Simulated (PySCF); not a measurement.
C$_{4}$H$_{13}$NSi (SiHMe2(NHEt))

```xyz
19

Si    0.2944    0.9672    0.1875
H     0.0692    1.1299    1.6699
C     2.1141    0.5747   -0.0522
H     2.3378    0.3874   -1.1140
H     2.4235   -0.3101    0.5256
H     2.7317    1.4208    0.2890
C    -0.1891    2.5769   -0.6453
H     0.4219    3.4099   -0.2638
H    -1.2445    2.8272   -0.4527
H    -0.0449    2.5129   -1.7350
N    -0.6640   -0.2919   -0.5375
C    -0.5165   -1.7055   -0.2712
C    -1.3284   -2.2193    0.9109
H    -1.6097   -0.0375   -0.8059
H    -0.7803   -2.2852   -1.1755
H     0.5529   -1.9149   -0.0980
H    -1.0454   -1.6988    1.8393
H    -1.1795   -3.3004    1.0627
H    -2.4058   -2.0498    0.7508
```

Geometry: PBE0-D3(BJ)/def2-SVP.

Theory: PySCF 2.14.0, PBE0/pcSseg-1, SCF density, gas phase, non-relativistic.

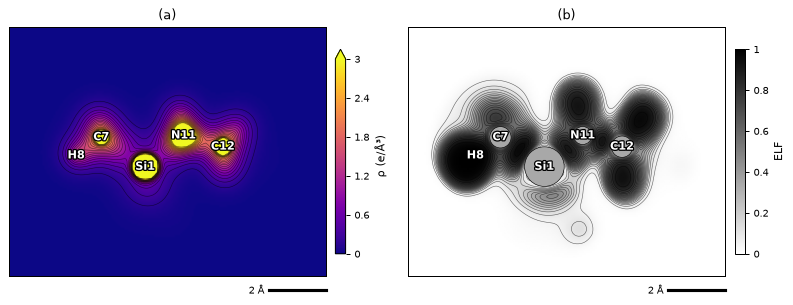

Figure 1. (a) total electron density; (b) ELF on the plane of atoms Si1, N11 and C12. Grey discs cover the atomic cores in the ELF map.

Question: Describe what can be read from this map.

Answer:
- The plane passes through Si, C, H and N nuclei.
- C–N (1.45 Å): ρ at the midpoint is about 1.9 e/Å³; the ELF peaks at about 0.90 between the atoms, as expected for localised, covalent bonding.
- Si–N (1.74 Å): ρ at the midpoint is about 1.1 e/Å³; the ELF peaks at about 0.90 between the atoms; a shared but strongly polarised pair.
- C–Si (1.88 Å): ρ is about 0.96 e/Å³ halfway; the ELF peaks at about 0.95 between the atoms, as expected for localised, covalent bonding.
- C–H (1.10 Å): the density is about 1.9 e/Å³ at the midpoint; the ELF climbs to about 1 towards the hydrogen, as it does in any bond to H (an ordinary covalent bond to hydrogen).

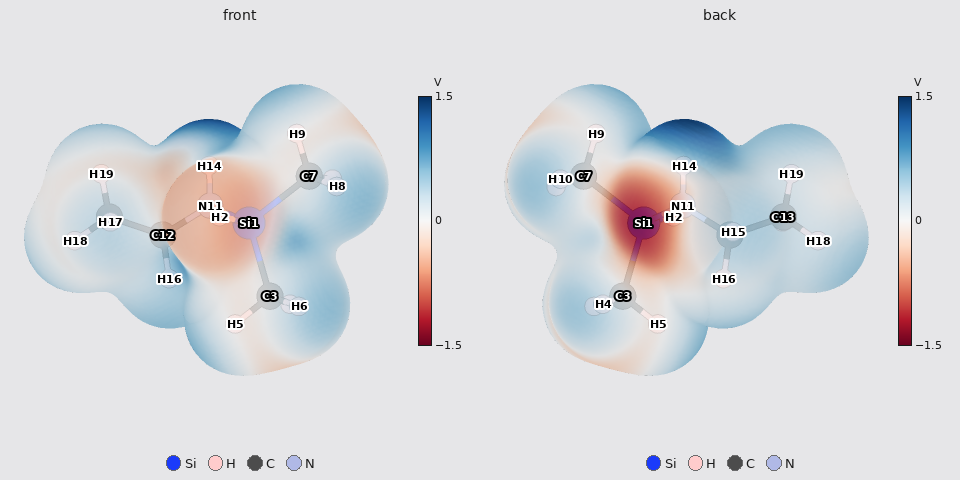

Figure 2. The electrostatic potential painted on the density surface at 0.002 e/bohr³, seen from the front and from behind; the colour scale runs from red (negative) to blue (positive).

Question: Describe the electrostatic potential map.

Answer: The most negative region (about −1.2 V, or −28 kcal/mol for a unit charge) lies over N11, the most positive (about +1.4 V, or +32 kcal/mol for a unit charge) over H14. N11 is the likeliest acceptor of a hydrogen bond.
